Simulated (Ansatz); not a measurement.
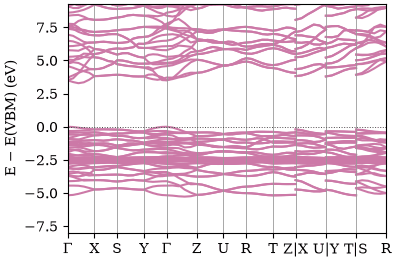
Band structure from the program Ansatz at the r²SCAN level (PAW)

### Question
Read off the gap and where the band edges lie.

### Answer
About 3.3 eV (3.28 eV by a search for the band edges); maximum at Γ, minimum on the Γ–X line, 42 % of the way from Γ.

### Question
Which of these materials gives this?
(A) CaTiN2, Pna2_1 (Ca on 4a, Ti on 4a, N on 4a, N on 4a)
(B) SrHfN2, Pna2_1 (Sr on 4a, Hf on 4a, N on 4a, N on 4a)
(C) LuAlN2, Pna2_1 (Lu on 4a, Al on 4a, N on 4a, N on 4a)
(D) ZnGaNO, Pna2_1 (Zn on 4a, Ga on 4a, O on 4a, N on 4a)

### Answer
C, LuAlN2, Pna2_1 (Lu on 4a, Al on 4a, N on 4a, N on 4a)

The start of the workflow was typed in or built on a structure type; neither database checked (COD, Materials Project) lists it. Its standing as an ambient phase is unchecked. Symmetry was held in the r²SCAN relaxation; whether a distortion lowers the energy is not shown. Scalar-relativistic: spin–orbit coupling is off unless named, which matters more the heavier the elements.

Potentials: the earlier of the program's two PAW sets.
